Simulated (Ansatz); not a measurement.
Take GaN in the zinc blende structure (space group F-43m, No. 216; a = 4.498 Å) as the base. Axes: x, y, z lie along the cube axes.

Structures relaxed with PBEsol (Ansatz, an electronic-structure program, PAW, scalar-relativistic without spin-orbit coupling).

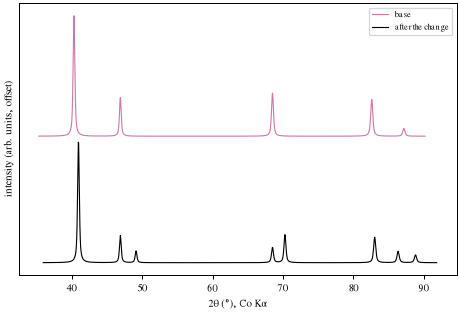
Figure: Simulated powder patterns before (top) and after one change

**Question.** What was done to the base?
A. biaxial strain +0.61 %, plane normal [001], relaxed out of plane
B. isotropic strain +1.46 %
C. uniaxial strain ε_yy = −4.27 %
D. strain tensor (xx, yy, zz, yz, xz, xy) = (+0.17, +0.41, +0.01, −0.02, +0.82, −0.99) %

**Answer.** C, uniaxial strain ε_yy = −4.27 %. Its volume per atom is 10.89 Å³ against 11.38 Å³, and its space group is I-4m2 (No. 119).

Whether these cells are dynamically stable was not tested. This is not the structure that GaN has at room temperature and ambient pressure.
